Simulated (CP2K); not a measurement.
2-nitrosoimidazole has these distinct N atoms: N2 (bonded to C and O), N4 (bonded to 2 C) and N7 (bonded to 2 C and H).

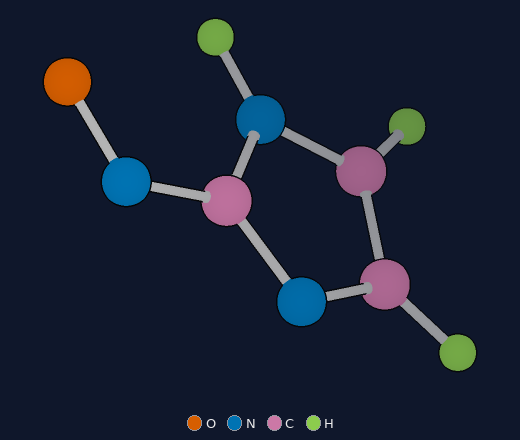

The molecule (oxygen orange, nitrogen blue, carbon pink, hydrogen green).

```xyz
10

O     2.8643    0.0596    0.1329
N     2.1001   -0.8302   -0.3039
C     0.7464   -0.4958   -0.2045
N    -0.2523   -1.2996   -0.5925
C    -1.3904   -0.6126   -0.3167
C    -1.0926    0.6337    0.2464
N     0.2640    0.6905    0.3119
H    -2.3724   -1.0259   -0.5244
H    -1.7277    1.4430    0.5897
H     0.8606    1.4373    0.6613
```

Their partial N K spectra (CP2K XAS_TDP, all-electron GAPW, PBEh(45%), aug-cc-pVDZ, TDA, GW2X-corrected core level, no relativity) are given in random order, each times the number of alike atoms.

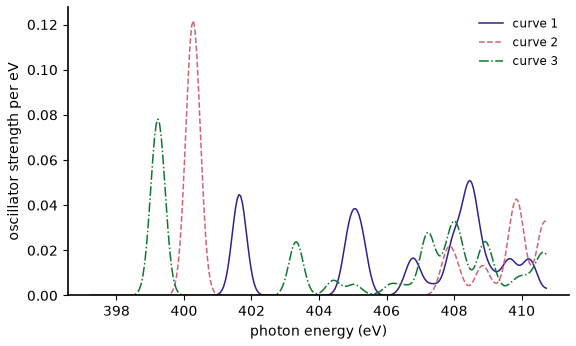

Gaussian full width 0.5 eV, oscillator strength per eV, alike atoms added, rows of zeros left out.

Question: Which curve belongs to which atom?

Curve 1: N7 (bonded to 2 C and H), leading line at 401.64 eV (f = 0.024 an atom), ionisation energy 407.96 eV, term value 6.32 eV. Curve 2: N2 (bonded to C and O), leading line at 400.27 eV (f = 0.065 an atom), ionisation energy 409.80 eV, term value 9.53 eV. Curve 3: N4 (bonded to 2 C), leading line at 399.23 eV (f = 0.042 an atom), ionisation energy 406.10 eV, term value 6.87 eV. The leading line of an atom is its first one with 35 % of the strongest within 2.5 eV of its lowest line over the strength cut. A line lies at the core ionisation energy, which rises as an atom loses charge to its neighbours or to a π system, less the term value, which is large for a low π* or σ* orbital with weight on that atom.

[Banner, clock and machine lines of the logs are left out without a mark of their own.]

[Logs are printed without paths, hosts, clocks, repeated set-up lines and the standing remarks that a program may print on its own settings, such as how far it seeks lower states.]

[Hosts, paths, dates, database ids (printed as entryN), source tags and the programs' standing remarks are cut or masked in the printed files.]
